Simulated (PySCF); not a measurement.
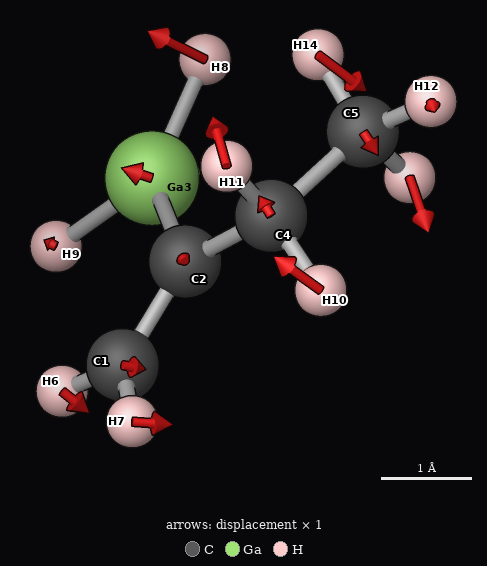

A relaxation of C4H9Ga. The starting structure is drawn; red arrows show the displacements, at their true length. The two geometries are superimposed by the best rigid fit.

A ball-and-stick model, seen from a free direction.

The start comes from GFN2-xTB. Its atoms were then displaced at random by about 0.01 Å.

Computed with PBE0-D3(BJ)/def2-SVP geometry optimisation, gas phase (PySCF 2.14.0, density-fitted response routines). 

**What happened in the run?**

Over 9 geometry steps the energy falls by 25.1 kJ/mol. An H atom moves most after the best rigid fit: 0.88 Å. Largest moves by element: H 0.88 Å, Ga 0.38 Å, C 0.33 Å. Near-neighbour distances that change, for instance: C–Ga 2.019 → 1.963 Å, C–C 1.466 → 1.506 Å, C–H 1.062 → 1.100 Å, Ga–H 1.610 → 1.573 Å. Among the angles between lasting bonds that change: C–Ga–H 131.1° → 121.6°, H–Ga–H 115.0° → 120.8°, C–C–H 118.3° → 122.2°. Groups turn about C–C by about 40°.
